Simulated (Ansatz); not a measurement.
**C₂H₆Si···SiH₄: density, localisation and related maps**

```xyz
14

Si    0.0097   -0.0756   -1.3412
H     1.2867    0.3348    0.9544
Si    2.7216    0.0804    0.7358
H     2.9189   -1.3373    0.3330
H     3.2549    1.0088   -0.2900
H     3.4127    0.3363    2.0345
C    -1.0991    1.3774   -0.7697
H    -2.1492    1.2039   -1.0613
H    -1.0988    1.4247    0.3312
H    -0.7836    2.3544   -1.1481
C    -1.0898   -1.4634   -0.6249
H    -1.6124   -1.2073    0.3056
H    -1.8766   -1.6138   -1.3884
H    -0.5770   -2.4233   -0.5089
```

Level of theory: RKS r2SCAN-D4/6-31G* in Ansatz 0.2.0.

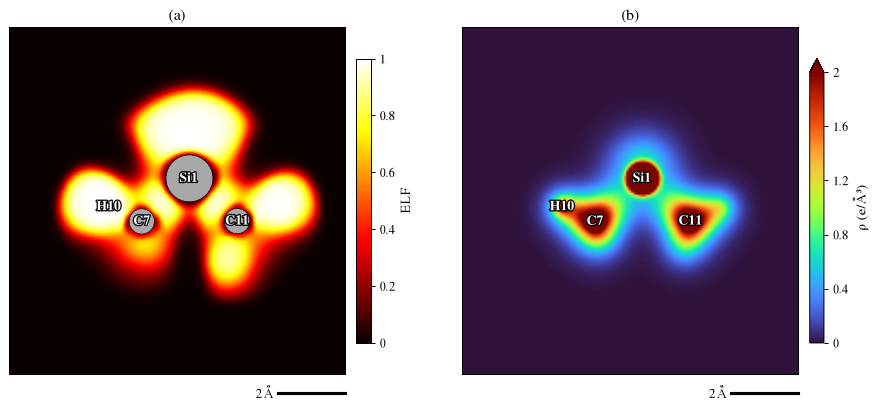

Figure 1. (a) ELF; (b) electron density on the plane of atoms C7, Si1 and C11. Grey discs cover the atomic cores in the ELF map.

Question: What does the map show?

Answer: The section cuts through Si, C and H sites. C–Si (1.91 Å): ρ at the midpoint is about 0.9 e/Å³; the ELF peaks at about 0.95 between the atoms (a covalent bond). C–H (1.09 Å): the density is about 1.9 e/Å³ at the midpoint; the ELF climbs to about 1 towards the hydrogen, as it does in any bond to H (an ordinary covalent bond to hydrogen). The ELF also peaks beside Si1, away from the bonds: lone-pair regions.

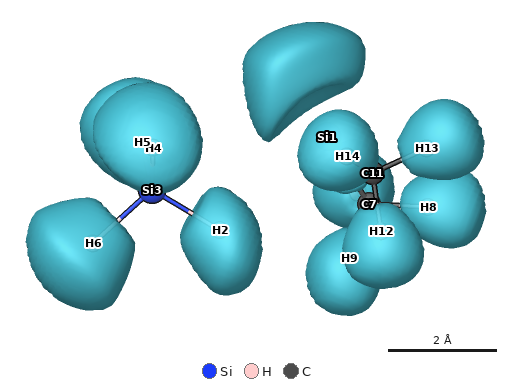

Figure 2. Isosurface of the electron localisation function at 0.9 (cyan), seen from one side. Only the valence region is drawn (cores and ρ < 0.01 e/Å³ removed).

Question: Identify the bonds, lone pairs and shells in this picture.

Answer: The surface consists of two regions between bonded C–Si atoms (shared pairs), ten regions around hydrogen nuclei and one lobe on Si, pointing away from the bonds (lone pairs). Along the contacts the grid gives the following. Si1···Si3 (3.42 Å): the ELF dips to about 0.10 between them.

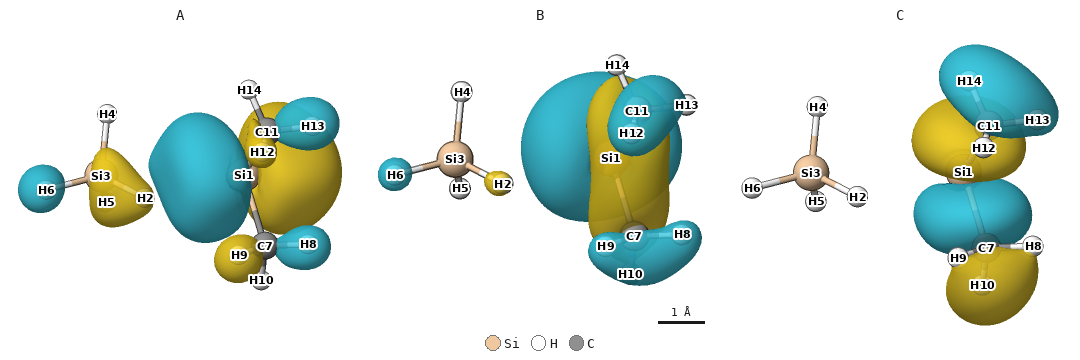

Figure 3. Three frontier orbitals at ±0.08 Å⁻³ᐟ² (yellow and cyan are the two phases), in no order.

Question: Which picture is the HOMO−1, the HOMO and the LUMO?

Answer: C is the HOMO−1 (−7.23 eV). It lies mainly on C11 (about 30 %), C7 (about 25 %) and Si1 (about 25 %). B is the HOMO (−4.93 eV). It lies mainly on Si1 (about 65 %), C7 (about 10 %) and C11 (about 10 %). A is the LUMO (−2.53 eV). By Hirshfeld shares it lies mainly on Si1 (about 70 %) and Si3 (about 5 %).

Question: What is the HOMO–LUMO gap?

Answer: 2.40 eV between the orbital energies.
